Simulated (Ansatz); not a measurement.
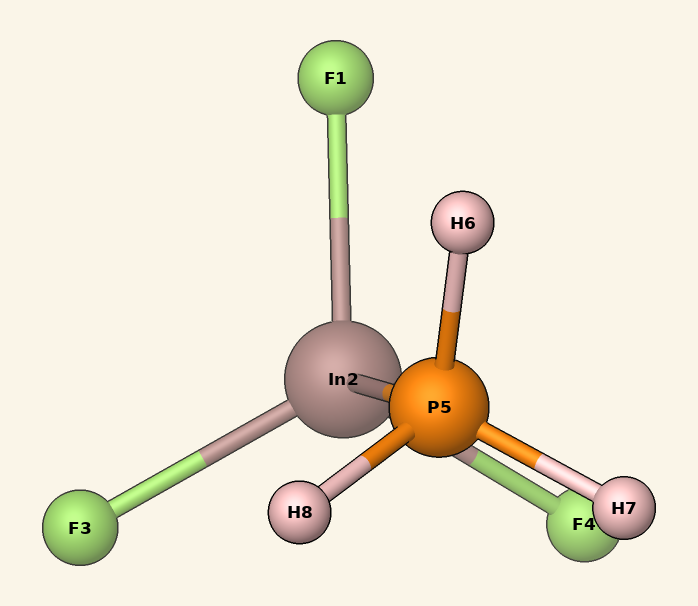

In2 lies behind P5. The molecule seen a little off the P5–In2 bond, P5 in front. Distant atoms are faded towards the background colour. Computed geometry: PBE-D4/def2-SVP optimisation. No frequency run is at hand to confirm it as a minimum.

**What is the torsion angle H6–P5–In2–F1? The sign is positive where the front bond must turn clockwise to cover the back bond.**

0°, synperiplanar (eclipsed). The bonds about P5–In2 are eclipsed.
